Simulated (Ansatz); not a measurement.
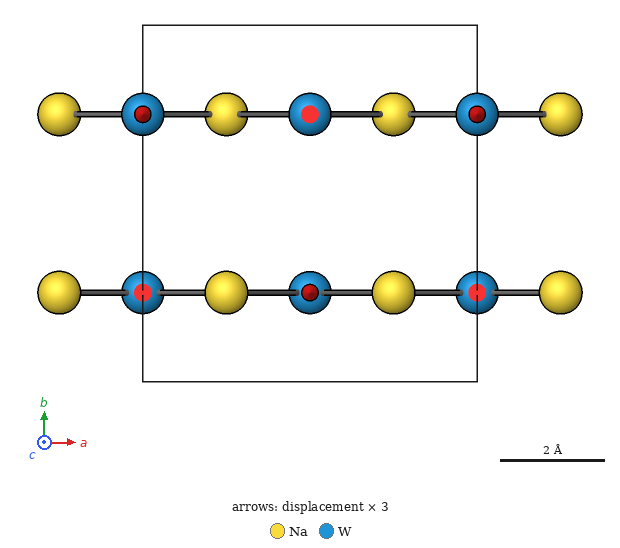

This is a relaxation of solid NaW (built on the random type) (coarse preliminary run). The starting structure is drawn; red arrows show the displacements (the part carried along by the change of the cell is left out), magnified 3 times.

Style: ball-and-stick. Shown: the conventional cell (2 times the calculation's cell), along the c axis. Lengths and directions refer to the drawn axes.

Case: random cell with space group Imma (No. 74).

All numbers below come from DFT PBE, scalar-relativistic, plane waves, PAW (Ansatz).

The input:
```yaml
crystal:
  lattice:
    - [-3.2238703115, 3.4389506437, 1.7766722657]
    - [3.2238703115, -3.4389506437, 1.7766722657]
    - [3.2238703115, 3.4389506437, -1.7766722657]
  atoms:
    - { symbol: Na, position: [0.5, 0.5, 0.5] }
    - { symbol: Na, position: [0.5, 0.0, 0.0] }
    - { symbol: W, position: [0.9049241033, 0.1549241033, 0.75] }
    - { symbol: W, position: [0.0950758967, 0.8450758967, 0.25] }
basis:
  ecutwfc: 420
kpoints:
  mp_grid: { grid: [6, 6, 6] }
hamiltonian:
  xc: pbe
scf:
  occupations: { method: gaussian, width: 0.1 }
  lower_state_search: "off"
output:
  forces: true
  stress: true
  eigenvalues: true
relax:
  adjacent_minimum: "off"
  f_tol: 0.04
  max_steps: 70
  cell: { stress_tol: 0.4 }
```

Command:
```bash
ansatz run input.yaml --threads 1 --pin off --max-ram 2560MiB --backend cpu --events-out ev --progress --plain --runs-dir out
```

**Describe the change and its energy.**

After 25 accepted moves (29 points after the start) the energy has fallen by 3414 meV per atom. The largest force component goes from 4.6 to under 0.0001 eV/Å. The pressure goes from 18.06 to 0.02 GPa. The line search rejected the trial step at point 15 of the run. At 3 points the geometry stayed and the basis and grid were re-selected for the new cell (energy shift of 234 meV per atom at most each time). The largest moves relative to the cell, 0.27 Å, are those of W3 and W4. W4 goes along −c. Na stays in place. The volume changes by −4.2 %, with a 6.448 → 11.393 Å (+76.7 %), b 6.878 → 4.595 Å (−33.2 %), c 3.553 → 2.885 Å (−18.8 %). Near-neighbour distances that change, for instance: Na1–Na2 3.224 → 5.696 Å, W3–W4 4.224 → 2.713 Å, Na1–Na2 (another image) 3.871 → 2.713 Å, Na1–W3 2.161 → 3.193 Å. New bonds form: Na1–Na2 (3.87 → 2.71 Å), W3–W4 (3.61 → 2.71 Å), W3–W4 (4.22 → 2.71 Å). Among the angles between lasting bonds that change: Na1–W4–Na2 74.6° → 126.3°, W3–Na1–W4 85.6° → 126.3°, Na1–W4–Na2 96.5° → 126.3°. The space group (tolerance 0.01 Å) goes from Imma (No. 74) to Cmmm (No. 65). The run took 79 s on 1 thread of Intel(R) Xeon(R) 6975P-C (Granite Rapids) (shared host), peak memory 0.5 GiB.
